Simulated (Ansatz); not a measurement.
Complex (SMILES): C (CH4) with F (HF), atoms 1 to 5 the first; geometry from A24 set, monomers rigid:
```xyz
7

C      0.0000     0.0000     1.7707
H      0.5159    -0.8936     1.4203
H      0.0000     0.0000     2.8581
H      0.5159     0.8936     1.4203
H     -1.0319     0.0000     1.4203
H      0.0000     0.0000    -0.5488
F      0.0000     0.0000    -1.4680
```

Basis-set convergence of the counterpoise-corrected interaction energy at PBE with Ansatz (a program for electronic structure). All functions are spherical. The program fits the integrals of some runs and decomposes those of others, by size. No added dispersion term, no relativity. Functions are those of the species that has most. Reference: the value in aug-pcseg-3, -1.65 kcal/mol. Deviations are taken from unrounded values.

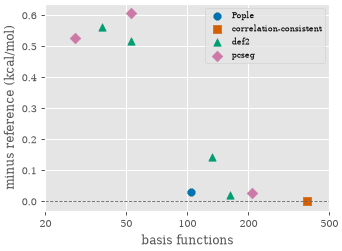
Figure: Deviation from the reference against the number of basis functions, by family of sets.

```
basis            functions  counterpoise-corrected interaction energy (kcal/mol)  minus reference (kcal/mol)
---------------  ---------  ----------------------------------------------------  --------------------------
pcseg-0                 28                                                 -1.13                        0.53
def2-SV(P)              38                                                 -1.09                        0.56
def2-SVP                53                                                 -1.13                        0.52
pcseg-1                 53                                                 -1.05                        0.61
6-311++G(2d,2p)        104                                                 -1.62                        0.03
def2-TZVPP             132                                                 -1.51                        0.14
def2-TZVPPD            162                                                 -1.63                        0.02
aug-pcseg-2            207                                                 -1.63                        0.03
aug-cc-pVQZ            390                                                 -1.65                        0.00
```
